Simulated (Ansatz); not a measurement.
Breaking the O4–H5 bond in GaH3O (SMILES [OH][GaH2]) (multiplicity 1 held, fragments rigid). Energies count from the point at 0.962 Å.
Geometry at that point (charge 0, multiplicity 1):
```xyz
5

Ga    -0.22522    -0.28437     0.02582
H      0.06027    -1.29718     1.17225
H     -1.35945    -0.30870    -1.05293
O      0.93818     1.08728    -0.02402
H      0.77556     1.72301    -0.72755
```

U- levels take the lowest unrestricted solution at each point, which mixes spins at long bonds. Active spaces are followed from a long bond inwards. Levels need not reach the same state.

Frozen-core correlation. Filled d and f shells under p-block atoms count as core.

Codes used: Ansatz (a program for electronic structure) with Gaussian orbitals. Values without a source in brackets are computed.

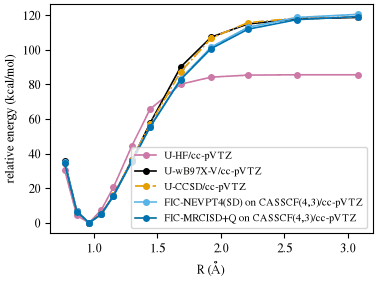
Figure. Relative energy along the coordinate

**Question.** Read off the U-HF/cc-pVTZ curve at R = 1.299.

**Answer.** about 44 kcal/mol

Doubts at one or more of the structures used: a spin-contaminated determinant (U-HF/cc-pVTZ, U-wB97X-V/cc-pVTZ, U-CCSD/cc-pVTZ); T1 above 0.05 (U-CCSD/cc-pVTZ); active orbitals that take no part (FIC-NEVPT4(SD) on CASSCF(4,3)/cc-pVTZ, FIC-MRCISD+Q on CASSCF(4,3)/cc-pVTZ).
